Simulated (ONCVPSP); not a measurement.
O (Z = 8), optimised norm-conserving Vanderbilt (ONCV), made with ONCVPSP 4.0.1 (PBE, scalar-relativistic). Core [He], reference 2s1.5 2p4.5. Waves: 2s: rc 0.60 bohr, ncon 4, nbas 7, qcut 13.7 1/bohr, 2 projectors, debl 1.2 Ha; 2p: rc 1.05 bohr, ncon 4, nbas 8, qcut 7.1 1/bohr, 2 projectors, debl 1.2 Ha; d scattering state at 0.43 Ha: rc 1.00 bohr, ncon 3, nbas 6, qcut 11.4 1/bohr, 1 projector. Local part: polynomial inside 0.40 bohr (lpopt 5, dvloc0 2 Ha). Core correction: none.

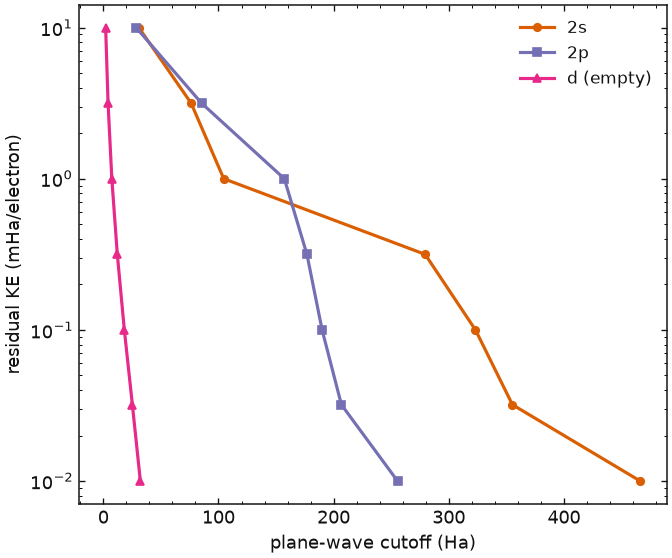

Residual kinetic energy of the pseudo-waves (the first of each channel, and further valence shells) beyond the plane-wave cutoff, as the generator prints it.

**Which wave is the hardest at 1 mHa per electron, and which settings govern it?**

2p, with rc = 1.05 bohr and qcut = 7.1 1/bohr. The optimisation minimises, but can't always remove, the kinetic energy above qcut²/2 = 25.2 Ha, and a larger rc would as a rule soften the wave at some cost in transferability.

**Which cutoffs does the potential need for its occupied states?**

157 Ha for 1 mHa and 323 Ha for 0.1 mHa per electron. The first is set by 2p.

**At which cutoff does each wave reach 1 mHa per electron?**

2p: 157 Ha; 2s: 105 Ha; d (empty): 7.4 Ha.

The potential isn't sound: its ghost test gives GHOST(-) flagged for s at -428.7 eV; no localised positive-energy state flagged.
